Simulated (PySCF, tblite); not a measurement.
# C₅H₈NOSi radical: geometry, infrared bands and EPR parameters

Wanted: the infrared bands and EPR parameters of C₅H₈NOSi radical (`N#C[C@@H]1[CH]CC[Si@H]1O`), by calculation.

The runs use tblite 0.8.0 and PySCF 2.14.0, with density-fitted response routines of our own; the level of theory stands in each step. All values are computed, except where a source is named. Atoms count from 0, in the outputs and in this text.

### Step 1. The molecule as given

16 atoms, charge 0, multiplicity 2; geometry from: force field or distance geometry start.

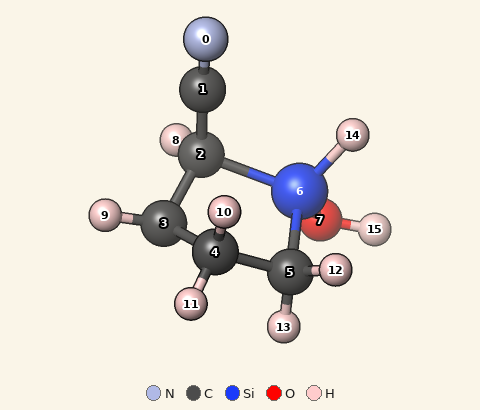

The starting geometry (nitrogen light blue, carbon dark grey, silicon blue, oxygen red, hydrogen pink), atoms numbered; sticks join atoms by distance.

### Step 2. Relaxing the molecule with GFN2-xTB

The job: settings as JSON, then the geometry in Å.

```
{"job": {"kind": "relax", "xc": "GFN2-xTB", "basis": "xTB"}, "charge": 0, "multiplicity": 2}
N     -1.477200     1.898400     2.076700
C     -0.919800     1.661100     1.113400
C     -0.180200     1.323000    -0.098800
C     -0.972900     0.447300    -1.055900
C     -1.113800    -0.916300    -0.407700
C      0.287600    -1.460500    -0.186300
Si     1.160400     0.112000     0.369200
O      2.608200     0.406800    -0.466800
H      0.205200     2.216700    -0.589700
H     -1.904900     0.882200    -1.407600
H     -1.669700    -0.920200     0.539400
H     -1.662000    -1.606300    -1.094000
H      0.264600    -2.212900     0.629500
H      0.660200    -1.830700    -1.151600
H      1.341800     0.115100     1.819800
H      3.364700    -0.107000    -0.100700
```

Command:

```
> OMP_NUM_THREADS=1 python probes_run.py task.json out
```

The driver reads the jobs from task.json and runs them one after another.

Log:

```text
step      E/eV     max force
  0    -637.03111    2.612
  1    -637.24937    3.546
  2    -637.26578    4.874
  3    -637.44700    0.728
  4    -637.48941    0.490
  5    -637.53725    0.441
  6    -637.55148    0.429
  7    -637.57034    0.339
  8    -637.58262    0.254
  9    -637.59142    0.212
 10    -637.59751    0.211
 11    -637.60333    0.169
 12    -637.60875    0.169
 13    -637.61310    0.128
 14    -637.61606    0.108
 15    -637.61804    0.098
 16    -637.61974    0.109
 17    -637.62169    0.108
 18    -637.62387    0.109
 19    -637.62595    0.116
 20    -637.62779    0.119
 21    -637.62948    0.090
 22    -637.63103    0.092
 23    -637.63238    0.077
 24    -637.63349    0.081
 25    -637.63460    0.084
 26    -637.63611    0.121
 27    -637.63801    0.133
 28    -637.63964    0.100
 29    -637.64056    0.072
 30    -637.64107    0.066
 31    -637.64155    0.064
 32    -637.64206    0.052
 33    -637.64241    0.036
 34    -637.64257    0.027
 35    -637.64268    0.023
 36    -637.64281    0.026
 37    -637.64292    0.026
 38    -637.64301    0.033
 39    -637.64308    0.030
 40    -637.64317    0.021
 41    -637.64327    0.026
 42    -637.64335    0.021
 43    -637.64340    0.015
 44    -637.64343    0.014
 45    -637.64347    0.019
 46    -637.64351    0.020
 47    -637.64354    0.013
 48    -637.64357    0.014
 49    -637.64360    0.014
 50    -637.64364    0.020
 51    -637.64369    0.022
 52    -637.64375    0.015
 53    -637.64379    0.018
 54    -637.64383    0.017
 55    -637.64387    0.019
 56    -637.64393    0.023
 57    -637.64397    0.020
 58    -637.64400    0.012
 59    -637.64402    0.010
 60    -637.64403    0.011
 61    -637.64405    0.015
 62    -637.64406    0.015
 63    -637.64408    0.011
 64    -637.64410    0.009
```

It took 0.37 s on 1 thread of Arm Neoverse V2, shared host.

Step by step: (not every step is listed)

| step | energy from step 0 (eV) | largest force (eV/Å) |
| --- | --- | --- |
| 0 | 0.0000 | 2.6118 |
| 1 | -0.2183 | 3.5463 |
| 2 | -0.2347 | 4.8738 |
| 3 | -0.4159 | 0.7280 |
| 4 | -0.4583 | 0.4901 |
| 5 | -0.5061 | 0.4414 |
| 6 | -0.5204 | 0.4286 |
| 7 | -0.5392 | 0.3393 |
| 8 | -0.5515 | 0.2538 |
| 13 | -0.5820 | 0.1283 |
| 18 | -0.5928 | 0.1087 |
| 23 | -0.6013 | 0.0769 |
| 28 | -0.6085 | 0.0996 |
| 33 | -0.6113 | 0.0360 |
| 38 | -0.6119 | 0.0328 |
| 43 | -0.6123 | 0.0151 |
| 48 | -0.6125 | 0.0137 |
| 53 | -0.6127 | 0.0177 |
| 58 | -0.6129 | 0.0117 |
| 59 | -0.6129 | 0.0102 |
| 60 | -0.6129 | 0.0109 |
| 61 | -0.6129 | 0.0151 |
| 62 | -0.6129 | 0.0153 |
| 63 | -0.6130 | 0.0106 |
| 64 | -0.6130 | 0.0093 |

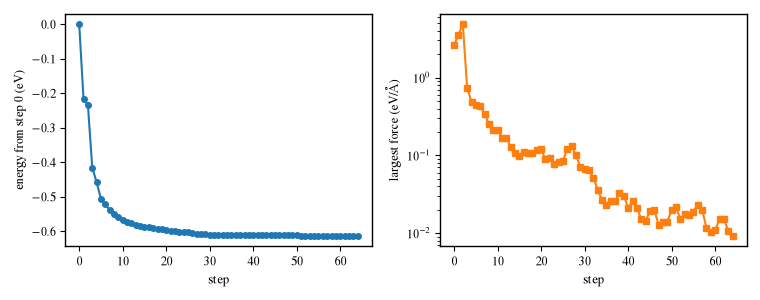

Energy and largest force along the relaxation.

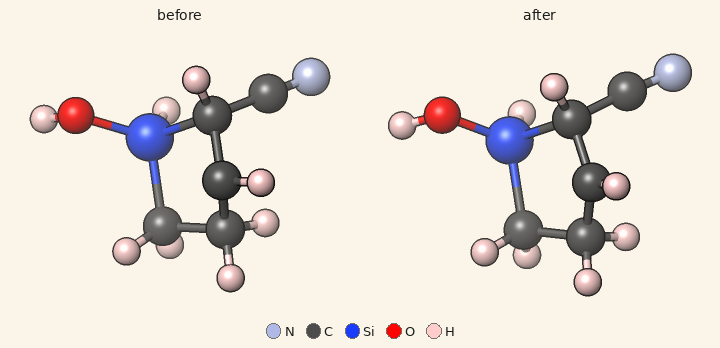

The geometry before (left) and after (right).

Close pairs (by a distance rule), those that changed most:

```csv
bond,before (Å),after (Å),change (Å)
Si6–O7,1.698,1.627,-0.071
C2–Si6,1.866,1.921,+0.055
C3–C4,1.516,1.479,-0.037
C2–C3,1.520,1.486,-0.035
O7–H15,0.985,0.953,-0.032
C1–C2,1.460,1.435,-0.025
C4–H11,1.117,1.092,-0.025
C5–Si6,1.882,1.906,+0.024
```

The final coordinates are the input of the step that follows.

### Step 3. Infrared spectrum with GFN2-xTB

The job: settings as JSON, then the geometry in Å.

```
{"job": {"kind": "ir", "xc": "GFN2-xTB", "basis": "xTB"}, "charge": 0, "multiplicity": 2}
N     -1.502418     2.134167     1.988169
C     -0.876376     1.799936     1.087874
C     -0.155529     1.296426    -0.045814
C     -1.108429     0.452015    -0.811593
C     -1.154736    -0.978057    -0.437127
C      0.278391    -1.467158    -0.149377
Si     1.206482     0.060842     0.511131
O      2.523899     0.491762    -0.340679
H      0.222640     2.145128    -0.621826
H     -1.828229     0.890058    -1.479442
H     -1.752443    -1.104926     0.478850
H     -1.639138    -1.573136    -1.214567
H      0.262421    -2.318617     0.527175
H      0.730313    -1.811229    -1.081319
H      1.473083     0.034635     1.946691
H      3.312470    -0.042902    -0.369558
```

Log:

```text
mode    cm-1     km/mol
  1      36.8      1.38
  2     111.4      0.80
  3     118.1      4.00
  4     161.0      4.78
  5     195.2      5.08
  6     245.1      9.89
  7     256.2    121.86
  8     361.8     24.78
  9     371.2     13.73
 10     448.4      2.44
 11     515.5     13.50
 12     565.0     18.46
 13     608.0     90.81
 14     681.4    131.22
 15     692.7     30.59
 16     714.3     63.07
 17     767.5     66.37
 18     805.7    213.99
 19     904.5    199.04
 20     912.4     12.56
 21     934.8      9.67
 22     992.9      1.56
 23    1019.1     38.29
 24    1066.7     33.51
 25    1111.5     19.25
 26    1139.5     22.03
 27    1165.8     32.39
 28    1200.0      7.67
 29    1236.4     11.12
 30    1295.0     20.56
 31    1307.8      1.75
 32    1460.4      1.04
 33    1480.5      5.06
 34    2294.2    263.69
 35    2372.2    390.47
 36    2833.2     26.17
 37    2931.7     16.34
 38    2965.5     39.58
 39    2977.9     43.45
 40    3017.2     33.27
 41    3118.9     42.00
 42    3662.6     20.67
```

Run time: 0.49 s. Hardware: 1 thread of Arm Neoverse V2, shared host.

The strongest bands and the atoms that carry them (share of the mass-weighted mode):

| cm⁻¹ | km/mol | atoms |
| --- | --- | --- |
| 256 | 121.9 | H15 82 %, O7 14 % |
| 608 | 90.8 | H14 85 % |
| 681 | 131.2 | H14 82 % |
| 768 | 66.4 | H15 43 %, O7 17 %, H12 12 %, C5 10 % |
| 806 | 214.0 | H15 27 %, C5 18 %, H12 16 %, Si6 13 % |
| 904 | 199.0 | O7 45 %, Si6 39 % |
| 2294 | 263.7 | H14 96 % |
| 2372 | 390.5 | C1 60 %, N0 39 % |

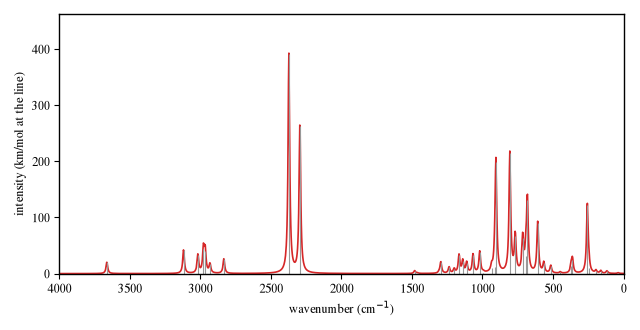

The infrared spectrum from these modes, unscaled. Lines are broadened to a width of 14 cm⁻¹ (Lorentzian).

### Step 4. g tensor and hyperfine couplings: B3LYP/pcH-1

The job, as its differences from that of step 3:

```diff
@@ -1,2 +1,2 @@
-{"job": {"kind": "ir", "xc": "GFN2-xTB", "basis": "xTB"}, "charge": 0, "multiplicity": 2}
+{"job": {"kind": "epr", "basis": "pcH-1"}, "charge": 0, "multiplicity": 2}
 N     -1.502418     2.134167     1.988169
```

Level: UKS B3LYP, pcH-1 on C H N O Si, non-relativistic, mean-field spin-orbit, GIAO.

Log:

```text
UKS, coarse grid
  cycle   1  E = -614.65531364  |g| = 6.63e-01
  cycle   2  E = -614.30159331  |g| = 1.16e+00
  cycle   3  E = -614.80776978  |g| = 2.02e-01
  cycle   4  E = -614.82254111  |g| = 8.99e-02
  cycle   5  E = -614.82563722  |g| = 3.02e-02
  cycle   6  E = -614.82600837  |g| = 5.59e-03
  cycle   7  E = -614.82602435  |g| = 2.22e-03
  cycle   8  E = -614.82602810  |g| = 7.47e-04
UKS, final grid
  cycle   1  E = -614.82605465  |g| = 8.23e-04
  cycle   2  E = -614.82605422  |g| = 1.31e-03
  cycle   3  E = -614.82605494  |g| = 3.52e-04
  cycle   4  E = -614.82605499  |g| = 6.43e-05
  cycle   5  E = -614.82605499  |g| = 4.39e-05
  cycle   6  E = -614.82605499  |g| = 1.18e-05
E = -614.82605499 Eh   <S^2> = 0.7539 (exact 0.7500)
g shifts (ppm)      1          2          3
  rmc          -151       -151       -151
  gc              6         32         27
  oz_so        -165        587        735
  total        -310        469        611
hyperfine (MHz)  atom isotope    a_iso     a_fc   dipolar eigenvalues
    0   14N       1.15       1.15     -2.01     -1.18      3.20
    1   13C      99.78      99.80     -4.87     -3.30      8.17
    2   13C     -23.97     -23.98     -2.45      0.53      1.92
    3   13C      99.08      99.19    -80.98    -80.74    161.72
    4   13C     -33.19     -33.20     -1.93     -0.10      2.03
    5   13C      27.33      27.34     -2.44     -1.82      4.25
    6  29Si     -20.30     -20.31     -3.65      1.68      1.98
    7   17O      -0.60      -0.60     -0.32     -0.10      0.42
    8    1H      46.14      46.13     -4.69     -4.47      9.16
    9    1H     -61.70     -61.71    -38.35     -0.59     38.94
   10    1H     152.64     152.64     -5.48     -3.02      8.50
   11    1H      29.94      29.94     -4.98     -4.15      9.13
   12    1H       0.45       0.45     -2.44     -1.57      4.01
   13    1H      -3.63      -3.63     -3.43     -2.34      5.77
   14    1H       1.35       1.35     -1.30     -1.19      2.49
   15    1H       1.06       1.06     -0.94     -0.91      1.85
```

Wall time 1.7 min (1 thread of Arm Neoverse V2, shared host); peak memory 0.97 GiB.

Principal g values 2.00201, 2.00279, 2.00293; g(iso) = 2.00258, against 2.00232 for a free electron.

Hyperfine couplings, nucleus by nucleus at this fixed geometry (no averaging over rotations):

```csv
nuclei,isotope,a(iso) (MHz),"a(iso) (G, at g = 2.0023)",largest dipolar term (MHz)
H10,1H,152.6,54.5,8.5
C1,13C,99.8,35.6,8.2
C3,13C,99.1,35.4,161.7
H9,1H,-61.7,-22.0,38.9
H8,1H,46.1,16.5,9.2
C4,13C,-33.2,-11.8,2.0
H11,1H,29.9,10.7,9.1
C5,13C,27.3,9.8,4.3
C2,13C,-24.0,-8.6,-2.5
Si6,29Si,-20.3,-7.2,-3.7
H13,1H,-3.6,-1.3,5.8
H14,1H,1.4,0.5,2.5
N0,14N,1.2,0.4,3.2
H15,1H,1.1,0.4,1.9
```

Mulliken spin populations:

N0 0.03; C1 0.02; C2 -0.07; C3 1.01; C4 -0.08; C5 0.02; Si6 0.01; O7 0.00; H8 0.02; H9 -0.04; H10 0.07; H11 0.01; H12 0.00; H13 0.00; H14 0.00; H15 0.00

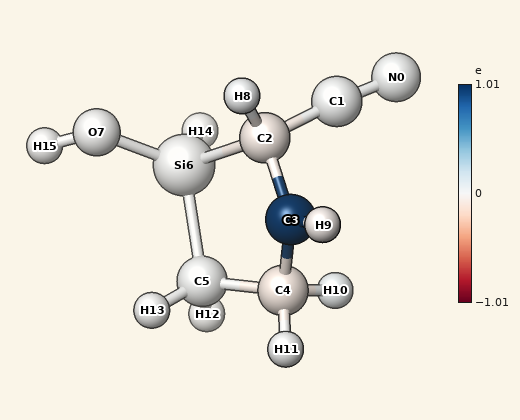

Mulliken spin populations, as colours on the atoms.

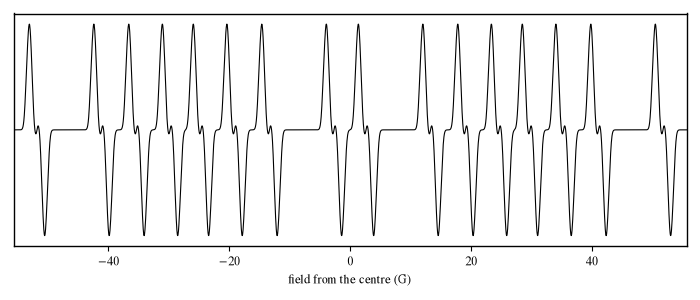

First-order isotropic spectrum (first derivative, main isotopes with spin only, couplings over 0.8 MHz, Gaussian width 0.3 G; couplings of the frozen geometry, rotation of groups not averaged beyond the rows shown).

The fields below are evaluated on a grid from the run's orbitals.

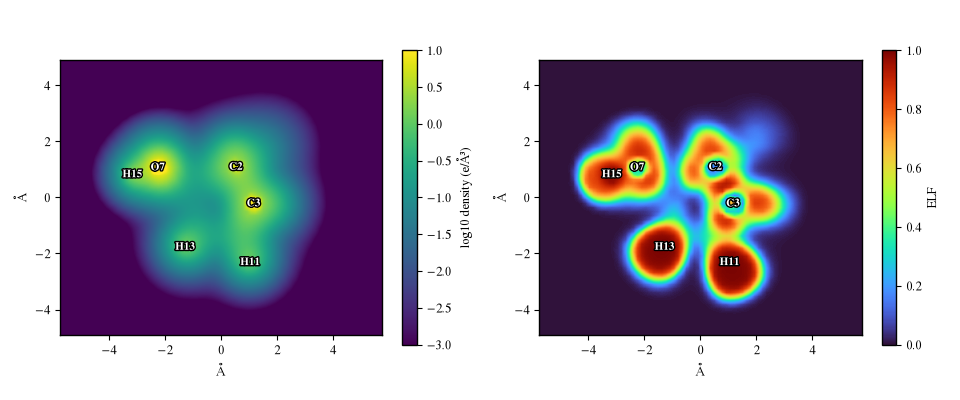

Density (left) and ELF (right) in a plane through or near 6 of the atoms.

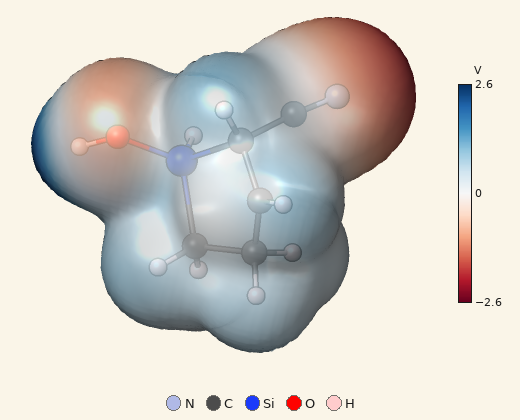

The potential that a unit positive charge feels on the 0.002 e/bohr³ surface, from -1.99 V near N0 to 2.60 V near H15.

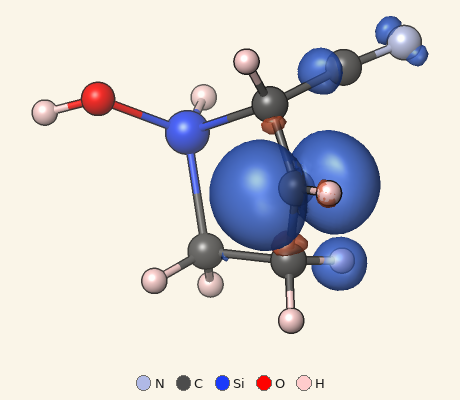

Spin density at ±0.04 e/Å³ (alpha excess blue, beta excess red).

### Step 5. What came out

```
                                 quantity                  value
strongest single infrared mode (GFN2-xTB)  2372 cm⁻¹, 390 km/mol
             zero-point energy (GFN2-xTB)          73.0 kcal/mol
                           g(iso) (B3LYP)                2.00258
                                     ⟨S²⟩     0.754 (exact 0.75)
                           largest a(iso)   1H on H10, 152.6 MHz
    surface potential, least and greatest     -1.99 V and 2.60 V
```

What this shows: The optimisation took 64 steps and gained 0.613 eV; among the close pairs (by a distance rule), Si6–O7 changed most, from 1.698 to 1.627 Å. No mode is imaginary among the 42: a minimum at this level. The strongest single mode, at 2372 cm⁻¹, moves mainly C1 and N0. GFN2-xTB is a fitted tight-binding method: band positions and strengths are rough. Its intensities can rank the bands wrongly. C3 carries the largest spin population, 1.01 e. The isotropic g lies 0.3 ppt above the free-electron value.
